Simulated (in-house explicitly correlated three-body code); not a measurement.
Two electrons around a point charge Z = 12, with all interactions Yukawa-screened by 1.2 bohr⁻¹. Computed variationally in 260 exponentially correlated functions with an in-house code, non-relativistic, converged to about 10⁻⁸ of the energy. Wanted, and plotted below: the bound S and P states that converged, by term and principal number n, on a logarithmic scale of binding.

The ground state is bound by 1426 eV. The n = 2 states drawn run, from the deepest, 2 ³S (163.5 eV), 2 ¹S (153.1 eV), 2 ³P (140.8 eV), 2 ¹P (133.9 eV). Exchange puts 2 ³S below 2 ¹S by 10.3 eV and 2 ³P below 2 ¹P by 6.92 eV.

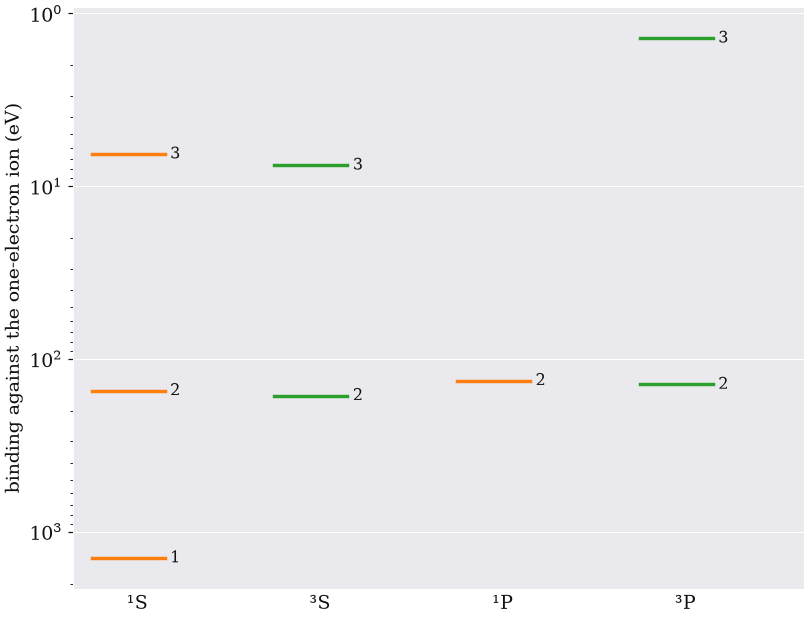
